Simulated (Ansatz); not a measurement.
# Run report: C2H11NOSi2, molecular dynamics (part 1 of 4)

The run: molecular dynamics of C2H11NOSi2. Method and program: RKS LDA/STO-3G (Ansatz 0.2.0).

It belongs to a series of runs on one base structure; here: dynamics from the start. Figures and captions count atoms from 1; the log counts them from 0 in places.

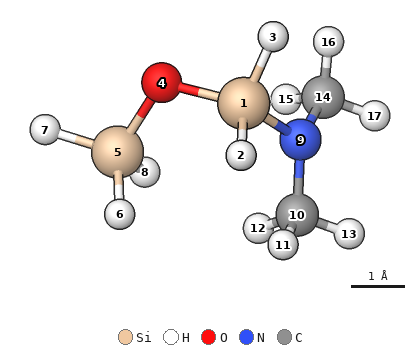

Figure 1. The structure as given in the input (ball-and-stick view, seen at a tilt; atoms are numbered from 1 in the order of the input). Bond lengths as drawn: C–H 1.11 to 1.12 Å, C–N 1.47 Å, H–Si 1.45 to 1.46 Å, N–Si 1.74 Å and O–Si 1.70 Å.

Results in brief

| quantity | value |
| --- | --- |
| outcome | finished |
| mean temperature over the second half | 286 K |
| trajectory | 250 steps, 250 fs |
| ensemble | nvt_nose_hoover |
| temperature in the input | 400.0 K |
| time step | 1.0 fs |
| potential energy (last step) | −21175.3253 eV |
| mean-field energy (last step) | −21175.3253 eV |
| largest force (length of the vector) (last step) | 4.176 eV/Å |
| hardware | 1 thread of Arm Neoverse V1, 24 GiB of memory available, shared host |
| wall time | 13 min |
| peak memory | 0.1 GiB |

Notes

So short a trajectory is not equilibrated.

Input
```yaml
crystal:
  periodic: [false, false, false]
  atoms:
    - { symbol: Si, position_ang: [-0.01614, -0.003228, -0.173455] }
    - { symbol: H, position_ang: [-0.152601, 0.019168, 1.279197] }
    - { symbol: H, position_ang: [1.360634, 0.096321, -0.622605] }
    - { symbol: O, position_ang: [-0.78089, 1.339848, -0.881411] }
    - { symbol: Si, position_ang: [-2.461521, 1.389127, -0.604858] }
    - { symbol: H, position_ang: [-2.809746, 1.191906, 0.798527] }
    - { symbol: H, position_ang: [-2.908627, 2.703362, -1.02752] }
    - { symbol: H, position_ang: [-3.180694, 0.383482, -1.379091] }
    - { symbol: "N", position_ang: [-0.609736, -1.572457, -0.640924] }
    - { symbol: C, position_ang: [-1.804335, -2.136401, 0.005523] }
    - { symbol: H, position_ang: [-1.83776, -1.816234, 1.063447] }
    - { symbol: H, position_ang: [-2.762173, -1.829926, -0.477332] }
    - { symbol: H, position_ang: [-1.765306, -3.24487, -0.021537] }
    - { symbol: C, position_ang: [-0.461363, -2.020826, -2.034406] }
    - { symbol: H, position_ang: [-1.290322, -1.688016, -2.702638] }
    - { symbol: H, position_ang: [0.487521, -1.633004, -2.448913] }
    - { symbol: H, position_ang: [-0.432941, -3.129253, -2.078203] }
basis:
  gaussian: { orbitals: STO-3G }
hamiltonian:
  xc: lda
md:
  timestep: 1.0
  n_steps: 250
  ensemble: nvt_nose_hoover
  temperature: 400.0
  initial_velocities: maxwell_boltzmann
  seed: 634697
```

Launch command:
```bash
ansatz run input.yaml --threads 1 --pin off --max-ram 2048MiB --backend cpu --events-out ev --progress --plain --runs-dir out
```

What the program printed
```
Engine: ansatz 0.2.0, aarch64-unknown-linux-gnu
Functional definition: SPW92
  exchange = slater_x
  correlation = pw_c
700 factors; integrals over basis functions are off by at most 1.1e-5 eV
mean field evaluation 1: about -21172.7473 eV, gradient 3.4e1 eV
mean field evaluation 2: about -21167.2767 eV, gradient 5.7e1 eV
mean field evaluation 4: about -21176.2737 eV, gradient 4.2e0 eV
mean field evaluation 8: about -21176.1914 eV, gradient 4.7e-2 eV
mean field -21176.19145568 eV, -778.2106822581 hartree, gradient 7.9e-5 eV, S^2 0.000000; 0 other end points of the search recorded, 0 dependent functions left out
the calculation of the forces begins
reference -21176.19148143 eV, -778.2106832045 hartree; 33, 33 occupied and 16, 16 virtual orbitals, 700 factors
md step     0: t =     0.00 fs  T =   400.0 K  F+E_penalty+E_count = -21176.19145568 eV  E_kin = 0.775560 eV  conserved = -21175.41589568 eV  (22 SCF iters)
these checks for a lower state are left out or cut short: starts, cluster_reference, orbital_swaps, neighbouring_geometries, increment
700 factors; integrals over basis functions are off by at most 1.3e-5 eV
mean field evaluation 16: about -21176.2588 eV, gradient 9.2e-3 eV
mean field -21176.12145100 eV, -778.2081096338 hartree, gradient 2.5e-5 eV, S^2 0.000000; 0 other end points of the search recorded, 0 dependent functions left out
the calculation of the forces begins
reference -21176.12147671 eV, -778.2081105784 hartree; 33, 33 occupied and 16, 16 virtual orbitals, 700 factors
md step     1: t =     1.00 fs  T =   366.5 K  F+E_penalty+E_count = -21176.12145100 eV  E_kin = 0.710594 eV  conserved = -21175.41085822 eV  (26 SCF iters)
[... from here on the SCF iterations and repeated set-up lines of each step are left out, up to the last step ...]
md step     2: t =     2.00 fs  T =   298.7 K  F+E_penalty+E_count = -21175.98213207 eV  E_kin = 0.579079 eV  conserved = -21175.40306773 eV  (26 SCF iters)
md step     3: t =     3.00 fs  T =   253.2 K  F+E_penalty+E_count = -21175.89100346 eV  E_kin = 0.490965 eV  conserved = -21175.40008959 eV  (26 SCF iters)
md step     4: t =     4.00 fs  T =   252.6 K  F+E_penalty+E_count = -21175.89377020 eV  E_kin = 0.489714 eV  conserved = -21175.40417636 eV  (26 SCF iters)
md step     5: t =     5.00 fs  T =   266.8 K  F+E_penalty+E_count = -21175.92838794 eV  E_kin = 0.517274 eV  conserved = -21175.41134217 eV  (25 SCF iters)
md step     6: t =     6.00 fs  T =   247.3 K  F+E_penalty+E_count = -21175.89136639 eV  E_kin = 0.479406 eV  conserved = -21175.41232946 eV  (25 SCF iters)
md step     7: t =     7.00 fs  T =   193.0 K  F+E_penalty+E_count = -21175.77659465 eV  E_kin = 0.374171 eV  conserved = -21175.40294582 eV  (25 SCF iters)
md step     8: t =     8.00 fs  T =   166.0 K  F+E_penalty+E_count = -21175.71893585 eV  E_kin = 0.321815 eV  conserved = -21175.39780356 eV  (25 SCF iters)
md step     9: t =     9.00 fs  T =   197.8 K  F+E_penalty+E_count = -21175.78871996 eV  E_kin = 0.383531 eV  conserved = -21175.40607543 eV  (27 SCF iters)
md step    10: t =    10.00 fs  T =   237.9 K  F+E_penalty+E_count = -21175.87265142 eV  E_kin = 0.461263 eV  conserved = -21175.41256231 eV  (25 SCF iters)
md step    11: t =    11.00 fs  T =   238.5 K  F+E_penalty+E_count = -21175.87090007 eV  E_kin = 0.462441 eV  conserved = -21175.40998553 eV  (25 SCF iters)
md step    12: t =    12.00 fs  T =   212.1 K  F+E_penalty+E_count = -21175.81391953 eV  E_kin = 0.411330 eV  conserved = -21175.40448506 eV  (25 SCF iters)
md step    13: t =    13.00 fs  T =   197.9 K  F+E_penalty+E_count = -21175.78341588 eV  E_kin = 0.383649 eV  conserved = -21175.40203550 eV  (27 SCF iters)
md step    14: t =    14.00 fs  T =   214.1 K  F+E_penalty+E_count = -21175.81715805 eV  E_kin = 0.415137 eV  conserved = -21175.40470561 eV  (26 SCF iters)
md step    15: t =    15.00 fs  T =   240.9 K  F+E_penalty+E_count = -21175.87419263 eV  E_kin = 0.466992 eV  conserved = -21175.41038602 eV  (26 SCF iters)
md step    16: t =    16.00 fs  T =   239.7 K  F+E_penalty+E_count = -21175.87280751 eV  E_kin = 0.464666 eV  conserved = -21175.41189354 eV  (26 SCF iters)
md step    17: t =    17.00 fs  T =   205.6 K  F+E_penalty+E_count = -21175.79914896 eV  E_kin = 0.398707 eV  conserved = -21175.40475580 eV  (23 SCF iters)
md step    18: t =    18.00 fs  T =   185.8 K  F+E_penalty+E_count = -21175.75603844 eV  E_kin = 0.360235 eV  conserved = -21175.40064776 eV  (26 SCF iters)
md step    19: t =    19.00 fs  T =   204.7 K  F+E_penalty+E_count = -21175.79891379 eV  E_kin = 0.396939 eV  conserved = -21175.40739011 eV  (26 SCF iters)
md step    20: t =    20.00 fs  T =   221.3 K  F+E_penalty+E_count = -21175.83507638 eV  E_kin = 0.428987 eV  conserved = -21175.41216941 eV  (26 SCF iters)
md step    21: t =    21.00 fs  T =   200.0 K  F+E_penalty+E_count = -21175.78998928 eV  E_kin = 0.387807 eV  conserved = -21175.40895694 eV  (28 SCF iters)
md step    22: t =    22.00 fs  T =   159.3 K  F+E_penalty+E_count = -21175.70463455 eV  E_kin = 0.308828 eV  conserved = -21175.40320940 eV  (26 SCF iters)
md step    23: t =    23.00 fs  T =   139.7 K  F+E_penalty+E_count = -21175.66373059 eV  E_kin = 0.270859 eV  conserved = -21175.40083281 eV  (27 SCF iters)
md step    24: t =    24.00 fs  T =   158.5 K  F+E_penalty+E_count = -21175.70283394 eV  E_kin = 0.307260 eV  conserved = -21175.40413155 eV  (27 SCF iters)
md step    25: t =    25.00 fs  T =   191.4 K  F+E_penalty+E_count = -21175.77200281 eV  E_kin = 0.371045 eV  conserved = -21175.41025809 eV  (27 SCF iters)
md step    26: t =    26.00 fs  T =   197.1 K  F+E_penalty+E_count = -21175.78351386 eV  E_kin = 0.382143 eV  conserved = -21175.41153580 eV  (27 SCF iters)
md step    27: t =    27.00 fs  T =   170.8 K  F+E_penalty+E_count = -21175.72501269 eV  E_kin = 0.331238 eV  conserved = -21175.40479739 eV  (27 SCF iters)
md step    28: t =    28.00 fs  T =   156.9 K  F+E_penalty+E_count = -21175.69329084 eV  E_kin = 0.304202 eV  conserved = -21175.40091282 eV  (27 SCF iters)
md step    29: t =    29.00 fs  T =   180.6 K  F+E_penalty+E_count = -21175.74327014 eV  E_kin = 0.350076 eV  conserved = -21175.40588538 eV  (27 SCF iters)
md step    30: t =    30.00 fs  T =   210.3 K  F+E_penalty+E_count = -21175.80496636 eV  E_kin = 0.407771 eV  conserved = -21175.41093605 eV  (27 SCF iters)
md step    31: t =    31.00 fs  T =   208.0 K  F+E_penalty+E_count = -21175.79917029 eV  E_kin = 0.403360 eV  conserved = -21175.41071405 eV  (27 SCF iters)
md step    32: t =    32.00 fs  T =   172.4 K  F+E_penalty+E_count = -21175.72475281 eV  E_kin = 0.334345 eV  conserved = -21175.40640793 eV  (27 SCF iters)
md step    33: t =    33.00 fs  T =   133.6 K  F+E_penalty+E_count = -21175.64445050 eV  E_kin = 0.258988 eV  conserved = -21175.40237887 eV  (27 SCF iters)
md step    34: t =    34.00 fs  T =   120.3 K  F+E_penalty+E_count = -21175.61799284 eV  E_kin = 0.233177 eV  conserved = -21175.40252786 eV  (27 SCF iters)
md step    35: t =    35.00 fs  T =   132.0 K  F+E_penalty+E_count = -21175.64370325 eV  E_kin = 0.255920 eV  conserved = -21175.40632176 eV  (24 SCF iters)
md step    36: t =    36.00 fs  T =   144.1 K  F+E_penalty+E_count = -21175.66843020 eV  E_kin = 0.279388 eV  conserved = -21175.40852438 eV  (27 SCF iters)
md step    37: t =    37.00 fs  T =   143.0 K  F+E_penalty+E_count = -21175.66315406 eV  E_kin = 0.277267 eV  conserved = -21175.40638723 eV  (27 SCF iters)
md step    38: t =    38.00 fs  T =   142.0 K  F+E_penalty+E_count = -21175.65837351 eV  E_kin = 0.275286 eV  conserved = -21175.40463664 eV  (28 SCF iters)
md step    39: t =    39.00 fs  T =   154.5 K  F+E_penalty+E_count = -21175.68189692 eV  E_kin = 0.299492 eV  conserved = -21175.40508422 eV  (27 SCF iters)
md step    40: t =    40.00 fs  T =   178.2 K  F+E_penalty+E_count = -21175.72785096 eV  E_kin = 0.345515 eV  conserved = -21175.40632559 eV  (27 SCF iters)
md step    41: t =    41.00 fs  T =   201.4 K  F+E_penalty+E_count = -21175.77306042 eV  E_kin = 0.390448 eV  conserved = -21175.40814206 eV  (27 SCF iters)
md step    42: t =    42.00 fs  T =   210.8 K  F+E_penalty+E_count = -21175.78938866 eV  E_kin = 0.408727 eV  conserved = -21175.40790582 eV  (27 SCF iters)
md step    43: t =    43.00 fs  T =   207.1 K  F+E_penalty+E_count = -21175.77833319 eV  E_kin = 0.401553 eV  conserved = -21175.40580478 eV  (27 SCF iters)
md step    44: t =    44.00 fs  T =   203.4 K  F+E_penalty+E_count = -21175.76845131 eV  E_kin = 0.394384 eV  conserved = -21175.40488212 eV  (28 SCF iters)
md step    45: t =    45.00 fs  T =   206.6 K  F+E_penalty+E_count = -21175.77366324 eV  E_kin = 0.400482 eV  conserved = -21175.40582553 eV  (28 SCF iters)
md step    46: t =    46.00 fs  T =   211.9 K  F+E_penalty+E_count = -21175.78269733 eV  E_kin = 0.410758 eV  conserved = -21175.40649301 eV  (27 SCF iters)
md step    47: t =    47.00 fs  T =   214.8 K  F+E_penalty+E_count = -21175.78656600 eV  E_kin = 0.416485 eV  conserved = -21175.40662337 eV  (28 SCF iters)
md step    48: t =    48.00 fs  T =   214.1 K  F+E_penalty+E_count = -21175.78346898 eV  E_kin = 0.415158 eV  conserved = -21175.40689320 eV  (27 SCF iters)
md step    49: t =    49.00 fs  T =   212.2 K  F+E_penalty+E_count = -21175.77548369 eV  E_kin = 0.411509 eV  conserved = -21175.40462577 eV  (27 SCF iters)
md step    50: t =    50.00 fs  T =   223.2 K  F+E_penalty+E_count = -21175.79393992 eV  E_kin = 0.432762 eV  conserved = -21175.40398263 eV  (27 SCF iters)
md step    51: t =    51.00 fs  T =   247.2 K  F+E_penalty+E_count = -21175.84256749 eV  E_kin = 0.479350 eV  conserved = -21175.40839096 eV  (26 SCF iters)
md step    52: t =    52.00 fs  T =   256.8 K  F+E_penalty+E_count = -21175.85989997 eV  E_kin = 0.497956 eV  conserved = -21175.40969371 eV  (26 SCF iters)
md step    53: t =    53.00 fs  T =   241.4 K  F+E_penalty+E_count = -21175.82372062 eV  E_kin = 0.468137 eV  conserved = -21175.40591597 eV  (24 SCF iters)
md step    54: t =    54.00 fs  T =   224.0 K  F+E_penalty+E_count = -21175.78445509 eV  E_kin = 0.434360 eV  conserved = -21175.40287617 eV  (26 SCF iters)
md step    55: t =    55.00 fs  T =   226.9 K  F+E_penalty+E_count = -21175.78795696 eV  E_kin = 0.439929 eV  conserved = -21175.40321876 eV  (26 SCF iters)
md step    56: t =    56.00 fs  T =   249.2 K  F+E_penalty+E_count = -21175.83115712 eV  E_kin = 0.483134 eV  conserved = -21175.40579705 eV  (26 SCF iters)
md step    57: t =    57.00 fs  T =   270.5 K  F+E_penalty+E_count = -21175.87322580 eV  E_kin = 0.524391 eV  conserved = -21175.40946288 eV  (26 SCF iters)
md step    58: t =    58.00 fs  T =   264.2 K  F+E_penalty+E_count = -21175.85905758 eV  E_kin = 0.512188 eV  conserved = -21175.41046705 eV  (25 SCF iters)
md step    59: t =    59.00 fs  T =   228.2 K  F+E_penalty+E_count = -21175.78038535 eV  E_kin = 0.442393 eV  conserved = -21175.40435319 eV  (25 SCF iters)
md step    60: t =    60.00 fs  T =   203.8 K  F+E_penalty+E_count = -21175.72595977 eV  E_kin = 0.395154 eV  conserved = -21175.39962253 eV  (26 SCF iters)
md step    61: t =    61.00 fs  T =   219.5 K  F+E_penalty+E_count = -21175.75954185 eV  E_kin = 0.425589 eV  conserved = -21175.40521253 eV  (26 SCF iters)
md step    62: t =    62.00 fs  T =   241.2 K  F+E_penalty+E_count = -21175.80452556 eV  E_kin = 0.467611 eV  conserved = -21175.41086638 eV  (26 SCF iters)
md step    63: t =    63.00 fs  T =   229.0 K  F+E_penalty+E_count = -21175.77589588 eV  E_kin = 0.444010 eV  conserved = -21175.40861539 eV  (26 SCF iters)
md step    64: t =    64.00 fs  T =   194.0 K  F+E_penalty+E_count = -21175.69975727 eV  E_kin = 0.376185 eV  conserved = -21175.40283054 eV  (26 SCF iters)
md step    65: t =    65.00 fs  T =   177.1 K  F+E_penalty+E_count = -21175.66125856 eV  E_kin = 0.343360 eV  conserved = -21175.39940392 eV  (26 SCF iters)
md step    66: t =    66.00 fs  T =   203.5 K  F+E_penalty+E_count = -21175.71224890 eV  E_kin = 0.394517 eV  conserved = -21175.40157493 eV  (26 SCF iters)
md step    67: t =    67.00 fs  T =   256.1 K  F+E_penalty+E_count = -21175.81834409 eV  E_kin = 0.496516 eV  conserved = -21175.40852457 eV  (26 SCF iters)
md step    68: t =    68.00 fs  T =   286.3 K  F+E_penalty+E_count = -21175.87746569 eV  E_kin = 0.555032 eV  conserved = -21175.41252316 eV  (26 SCF iters)
md step    69: t =    69.00 fs  T =   270.4 K  F+E_penalty+E_count = -21175.83712535 eV  E_kin = 0.524278 eV  conserved = -21175.40643445 eV  (26 SCF iters)
md step    70: t =    70.00 fs  T =   248.9 K  F+E_penalty+E_count = -21175.78534535 eV  E_kin = 0.482646 eV  conserved = -21175.39956657 eV  (26 SCF iters)
md step    71: t =    71.00 fs  T =   264.0 K  F+E_penalty+E_count = -21175.81599708 eV  E_kin = 0.511860 eV  conserved = -21175.40426112 eV  (25 SCF iters)
md step    72: t =    72.00 fs  T =   288.3 K  F+E_penalty+E_count = -21175.86622611 eV  E_kin = 0.559042 eV  conserved = -21175.41083179 eV  (23 SCF iters)
md step    73: t =    73.00 fs  T =   277.2 K  F+E_penalty+E_count = -21175.83919930 eV  E_kin = 0.537556 eV  conserved = -21175.40890813 eV  (25 SCF iters)
md step    74: t =    74.00 fs  T =   237.9 K  F+E_penalty+E_count = -21175.75383766 eV  E_kin = 0.461339 eV  conserved = -21175.40306734 eV  (25 SCF iters)
md step    75: t =    75.00 fs  T =   209.8 K  F+E_penalty+E_count = -21175.69353402 eV  E_kin = 0.406865 eV  conserved = -21175.40012397 eV  (26 SCF iters)
md step    76: t =    76.00 fs  T =   214.8 K  F+E_penalty+E_count = -21175.70277443 eV  E_kin = 0.416547 eV  conserved = -21175.40243664 eV  (26 SCF iters)
md step    77: t =    77.00 fs  T =   236.2 K  F+E_penalty+E_count = -21175.74659157 eV  E_kin = 0.457962 eV  conserved = -21175.40778024 eV  (27 SCF iters)
md step    78: t =    78.00 fs  T =   237.1 K  F+E_penalty+E_count = -21175.74725427 eV  E_kin = 0.459791 eV  conserved = -21175.40971233 eV  (27 SCF iters)
md step    79: t =    79.00 fs  T =   208.6 K  F+E_penalty+E_count = -21175.68295519 eV  E_kin = 0.404522 eV  conserved = -21175.40361005 eV  (26 SCF iters)
md step    80: t =    80.00 fs  T =   194.0 K  F+E_penalty+E_count = -21175.64587929 eV  E_kin = 0.376090 eV  conserved = -21175.39762163 eV  (26 SCF iters)
md step    81: t =    81.00 fs  T =   229.0 K  F+E_penalty+E_count = -21175.71723274 eV  E_kin = 0.443938 eV  conserved = -21175.40393057 eV  (26 SCF iters)
md step    82: t =    82.00 fs  T =   272.9 K  F+E_penalty+E_count = -21175.80782492 eV  E_kin = 0.529090 eV  conserved = -21175.41270181 eV  (26 SCF iters)
md step    83: t =    83.00 fs  T =   266.8 K  F+E_penalty+E_count = -21175.78993915 eV  E_kin = 0.517343 eV  conserved = -21175.41014197 eV  (26 SCF iters)
md step    84: t =    84.00 fs  T =   221.8 K  F+E_penalty+E_count = -21175.69098994 eV  E_kin = 0.430053 eV  conserved = -21175.40171976 eV  (27 SCF iters)
md step    85: t =    85.00 fs  T =   194.9 K  F+E_penalty+E_count = -21175.63181771 eV  E_kin = 0.377825 eV  conserved = -21175.39753673 eV  (27 SCF iters)
md step    86: t =    86.00 fs  T =   217.1 K  F+E_penalty+E_count = -21175.67567577 eV  E_kin = 0.420840 eV  conserved = -21175.40111513 eV  (27 SCF iters)
md step    87: t =    87.00 fs  T =   262.6 K  F+E_penalty+E_count = -21175.76860668 eV  E_kin = 0.509237 eV  conserved = -21175.40883409 eV  (27 SCF iters)
md step    88: t =    88.00 fs  T =   276.9 K  F+E_penalty+E_count = -21175.79612022 eV  E_kin = 0.536876 eV  conserved = -21175.41228029 eV  (26 SCF iters)
md step    89: t =    89.00 fs  T =   238.4 K  F+E_penalty+E_count = -21175.71181099 eV  E_kin = 0.462280 eV  conserved = -21175.40596342 eV  (26 SCF iters)
md step    90: t =    90.00 fs  T =   192.7 K  F+E_penalty+E_count = -21175.61150304 eV  E_kin = 0.373543 eV  conserved = -21175.39722615 eV  (24 SCF iters)
md step    91: t =    91.00 fs  T =   196.5 K  F+E_penalty+E_count = -21175.61883208 eV  E_kin = 0.380947 eV  conserved = -21175.39970725 eV  (25 SCF iters)
md step    92: t =    92.00 fs  T =   234.2 K  F+E_penalty+E_count = -21175.69835001 eV  E_kin = 0.454029 eV  conserved = -21175.40896984 eV  (26 SCF iters)
md step    93: t =    93.00 fs  T =   245.3 K  F+E_penalty+E_count = -21175.71753935 eV  E_kin = 0.475669 eV  conserved = -21175.40965416 eV  (26 SCF iters)
md step    94: t =    94.00 fs  T =   218.6 K  F+E_penalty+E_count = -21175.65621202 eV  E_kin = 0.423888 eV  conserved = -21175.40312851 eV  (26 SCF iters)
md step    95: t =    95.00 fs  T =   195.2 K  F+E_penalty+E_count = -21175.60369970 eV  E_kin = 0.378521 eV  conserved = -21175.39866682 eV  (26 SCF iters)
md step    96: t =    96.00 fs  T =   207.9 K  F+E_penalty+E_count = -21175.62692233 eV  E_kin = 0.403059 eV  conserved = -21175.39995821 eV  (26 SCF iters)
md step    97: t =    97.00 fs  T =   248.6 K  F+E_penalty+E_count = -21175.70786014 eV  E_kin = 0.482087 eV  conserved = -21175.40480795 eV  (26 SCF iters)
md step    98: t =    98.00 fs  T =   282.6 K  F+E_penalty+E_count = -21175.77418206 eV  E_kin = 0.547998 eV  conserved = -21175.40861493 eV  (26 SCF iters)
md step    99: t =    99.00 fs  T =   283.4 K  F+E_penalty+E_count = -21175.77108749 eV  E_kin = 0.549444 eV  conserved = -21175.40765803 eV  (25 SCF iters)
md step   100: t =   100.00 fs  T =   261.1 K  F+E_penalty+E_count = -21175.71885451 eV  E_kin = 0.506181 eV  conserved = -21175.40210096 eV  (26 SCF iters)
md step   101: t =   101.00 fs  T =   252.6 K  F+E_penalty+E_count = -21175.69852974 eV  E_kin = 0.489729 eV  conserved = -21175.40141668 eV  (26 SCF iters)
md step   102: t =   102.00 fs  T =   260.2 K  F+E_penalty+E_count = -21175.71704591 eV  E_kin = 0.504466 eV  conserved = -21175.40834951 eV  (26 SCF iters)
md step   103: t =   103.00 fs  T =   243.8 K  F+E_penalty+E_count = -21175.68198818 eV  E_kin = 0.472719 eV  conserved = -21175.40810889 eV  (25 SCF iters)
md step   104: t =   104.00 fs  T =   200.8 K  F+E_penalty+E_count = -21175.58931028 eV  E_kin = 0.389266 eV  conserved = -21175.40156945 eV  (26 SCF iters)
md step   105: t =   105.00 fs  T =   171.3 K  F+E_penalty+E_count = -21175.52696215 eV  E_kin = 0.332124 eV  conserved = -21175.39859751 eV  (27 SCF iters)
md step   106: t =   106.00 fs  T =   177.9 K  F+E_penalty+E_count = -21175.53989226 eV  E_kin = 0.344930 eV  conserved = -21175.40080969 eV  (26 SCF iters)
md step   107: t =   107.00 fs  T =   206.2 K  F+E_penalty+E_count = -21175.59622893 eV  E_kin = 0.399742 eV  conserved = -21175.40461973 eV  (26 SCF iters)
md step   108: t =   108.00 fs  T =   228.0 K  F+E_penalty+E_count = -21175.63821841 eV  E_kin = 0.442138 eV  conserved = -21175.40677862 eV  (26 SCF iters)
md step   109: t =   109.00 fs  T =   228.4 K  F+E_penalty+E_count = -21175.63502134 eV  E_kin = 0.442783 eV  conserved = -21175.40560895 eV  (24 SCF iters)
md step   110: t =   110.00 fs  T =   220.5 K  F+E_penalty+E_count = -21175.61198217 eV  E_kin = 0.427551 eV  conserved = -21175.40040722 eV  (26 SCF iters)
md step   111: t =   111.00 fs  T =   239.6 K  F+E_penalty+E_count = -21175.64555962 eV  E_kin = 0.464491 eV  conserved = -21175.39968931 eV  (25 SCF iters)
md step   112: t =   112.00 fs  T =   284.9 K  F+E_penalty+E_count = -21175.73891952 eV  E_kin = 0.552309 eV  conserved = -21175.40821207 eV  (25 SCF iters)
md step   113: t =   113.00 fs  T =   304.0 K  F+E_penalty+E_count = -21175.77480446 eV  E_kin = 0.589379 eV  conserved = -21175.41032772 eV  (25 SCF iters)
md step   114: t =   114.00 fs  T =   277.3 K  F+E_penalty+E_count = -21175.71412855 eV  E_kin = 0.537710 eV  conserved = -21175.40452832 eV  (25 SCF iters)
```
